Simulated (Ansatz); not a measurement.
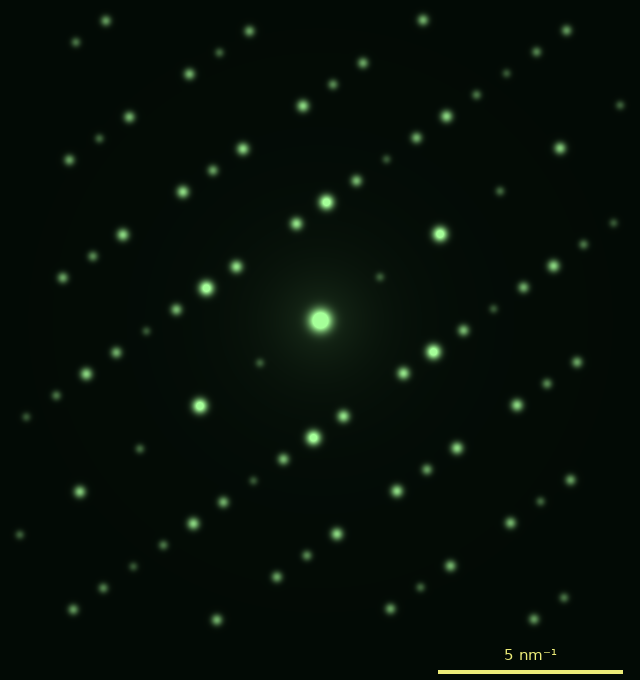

The pattern is a kinematic simulation for 200 kV electrons (no multiple scattering; isotropic B = 0.3 Å²).

Question: What net do the spots form, and what spacings does it show?

Answer: The spots form a rectangular net whose two shortest vectors correspond to d = 9.92 Å and 3.98 Å, 90.0° apart.

Question: What is the point symmetry of the pattern, intensities included?

Answer: 2mm. A zero-layer kinematic pattern is always centrosymmetric (Friedel's law).

Question: What was simulated?

Answer: This cannot be fixed from one zone alone; the pattern is [110] of I, space group Cmce (No. 64), a = 7.85 Å, b = 4.62 Å, c = 9.92 Å. The net vectors are 0 0 1 (itself extinct) and 1 -1 0 (itself extinct). Structure: the end point of a relaxation at fixed volume with DFT r2SCAN, scalar-relativistic, plane waves, PAW in Ansatz 0.2.0.
